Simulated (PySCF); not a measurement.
```yaml
atoms:
  - { symbol: C, position_ang: [-2.2017, 1.0413, -0.1542] }
  - { symbol: C, position_ang: [-1.4624, -0.0664, 0.5372] }
  - { symbol: O, position_ang: [-1.9692, -0.8164, 1.3365] }
  - { symbol: C, position_ang: [-0.0179, -0.1854, 0.1624] }
  - { symbol: C, position_ang: [0.7703, -1.1790, 0.7381] }
  - { symbol: C, position_ang: [2.1059, -1.2373, 0.3474] }
  - { symbol: C, position_ang: [2.5496, -0.3229, -0.5681] }
  - { symbol: C, position_ang: [1.7228, 0.6349, -1.1018] }
  - { symbol: N, position_ang: [0.4580, 0.6789, -0.7214] }
  - { symbol: H, position_ang: [-2.1481, 0.8924, -1.2302] }
  - { symbol: H, position_ang: [-1.7192, 1.9901, 0.0688] }
  - { symbol: H, position_ang: [-3.2379, 1.0602, 0.1718] }
  - { symbol: H, position_ang: [0.3451, -1.8655, 1.4547] }
  - { symbol: H, position_ang: [2.7625, -1.9883, 0.7630] }
  - { symbol: H, position_ang: [2.0379, 1.3713, -1.8259] }
```

Geometry: GFN2-xTB.

Level of theory: UKS B3LYP, pcH-1 on C H N O, non-relativistic, mean-field spin-orbit, GIAO in PySCF.

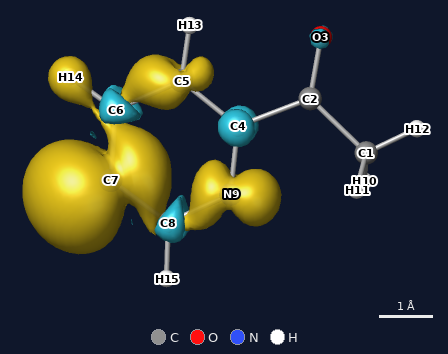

C₇H₆NO (SMILES CC(=O)c1cc[c]cn1) (doublet). Isosurfaces of the spin density (α minus β) at +0.015 (yellow) and −0.015 e/Å³ (cyan), seen across its widest extent.

Question: Which atoms carry the spin?

Answer: The unpaired spin (1 electron) lies mostly on C7 (about 0.8) and N9 (about 0.1), in electrons by Hirshfeld's partition.
